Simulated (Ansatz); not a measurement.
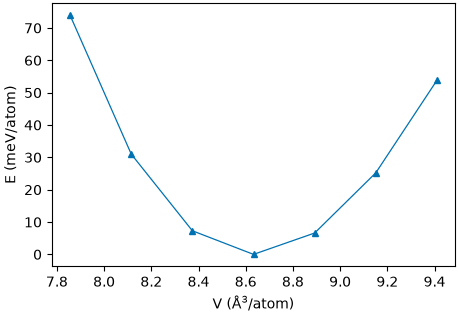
Figure. B2Ru in space group P6/mmm (No. 191; Ru on 1a, B on 2d) under volume change, the program Ansatz at the PBE level (PAW), shape and atoms relaxed at each volume.

Task: What does a third-order Birch–Murnaghan fit give for V₀, B₀ and B′?

Result: V₀ = 8.63 Å³/atom, B₀ = 287 GPa, B′ = 4.3.

A made-up cell: these elements were put on the sites of a structure type; neither database checked (COD, Materials Project) lists it. COD files the formula under space group No. 59. Its standing as an ambient phase is unchecked. The PBE relaxation kept the symmetry of its start; whether a distortion lowers the energy is not shown. No spin polarisation was allowed.

Potentials: the earlier of the program's two PAW sets.
